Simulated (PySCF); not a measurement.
Er⁵¹⁺: atomic calculation

- system: Er⁵¹⁺, configuration 1s2 2s2 2p6 3s2 3p5, multiplicity 2.
- method: unrestricted r2SCAN, even-tempered 16s10p4d4f, non-relativistic, point nucleus (PySCF)

### Log (extracts)
```
damping factor = 0
level_shift factor = 0
DIIS = <class 'pyscf.scf.diis.CDIIS'>
diis_start_cycle = 1
diis_space = 10
diis_damp = 0
SCF conv_tol = 1e-09
SCF conv_tol_grad = None
number electrons alpha = 9  beta = 8
XC functionals = R2SCAN
    J. W. Furness, A. D. Kaplan, J. Ning, J. P. Perdew, and J. Sun.,  J. Phys. Chem. Lett. 11, 8208-8215 (2020)
    J. W. Furness, A. D. Kaplan, J. Ning, J. P. Perdew, and J. Sun.,  J. Phys. Chem. Lett. 11, 9248-9248 (2020)
    J. W. Furness, A. D. Kaplan, J. Ning, J. P. Perdew, and J. Sun.,  J. Phys. Chem. Lett. 11, 8208-8215 (2020)
    J. W. Furness, A. D. Kaplan, J. Ning, J. P. Perdew, and J. Sun.,  J. Phys. Chem. Lett. 11, 9248-9248 (2020)
cycle= 1 E= -9968.15057400305  delta_E= -0.0104  |g|= 0.0326  |ddm|= 0.0347
cycle= 2 E= -9968.15058505928  delta_E= -1.11e-05  |g|= 0.00152  |ddm|= 0.00126
cycle= 3 E= -9968.15058508533  delta_E= -2.61e-08  |g|= 2.21e-05  |ddm|= 6.42e-05
cycle= 4 E= -9968.15058508534  delta_E= -1.27e-11  |g|= 8.2e-07  |ddm|= 6.49e-07
converged SCF energy = -9968.15058508534  <S^2> = 0.75036605  2S+1 = 2.000366
```

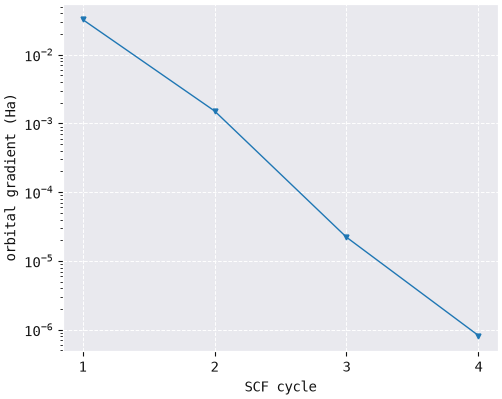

*Convergence: orbital gradient against the SCF cycle.*

The residual falls at every step. It goes from 0.033 to 8.2×10⁻⁷ in 4 steps.

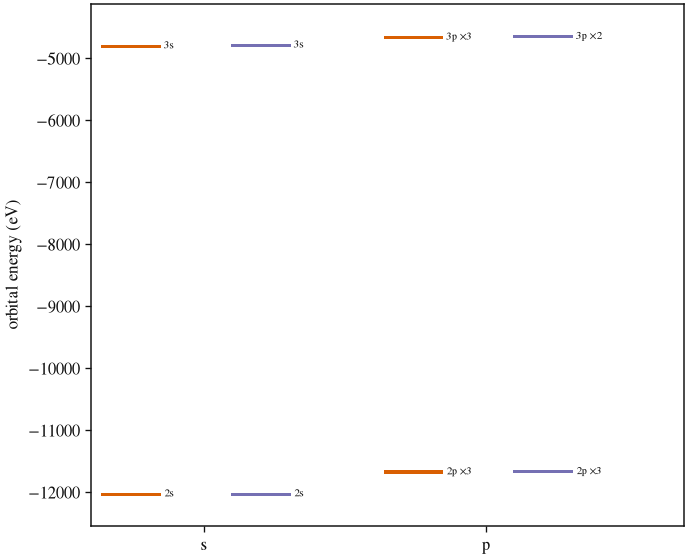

*Orbital energies of the mean field, from the top down to −12.02 keV, by angular momentum, α spin at the left of each column and β at the right; ×n counts the orbitals under one label.*

The highest filled orbital is 3p β at −4642 eV, the lowest empty one p β at −4633 eV.

### The input
```python
from pyscf import gto, scf, dft, mp, cc
mol = gto.M(atom="Er 0 0 0", charge=51, spin=1, symmetry="D2h",
            basis=gto.etbs([(0, 16, 12, 2.5), (1, 10, 15, 2.5), (2, 4, 64, 2.7), (3, 4, 97, 2.7)]))
mf = dft.UKS(mol, xc="R2SCAN")
mf.irrep_nelec = {'Ag': (3, 3), 'B1u': (2, 2), 'B2u': (2, 2), 'B3u': (2, 1)}
mf.kernel()
```

The script is an equivalent of what the driver set up; the driver started from orbitals of its own, so the log can be shorter than this script's would be, and it computed the properties (radii, ⟨L²⟩, response) afterwards. It held the occupations shell by shell, which the script's counts by irreducible representation don't always enforce.

### Summary

| quantity | value |
| --- | --- |
| outcome | converged |
| total energy | −9968.1506 hartree |
| kinetic energy | 9969.8152 hartree |
| ⟨S²⟩ | 0.750 |
| ⟨L²⟩ | 2.00 |
| SCF iterations | 4 |
| hardware | 1 CPU thread, shared host |
| CPU time | 1.5 s (integrals apart) |

### Notes

Relativity is left out, which matters for an atom this heavy.
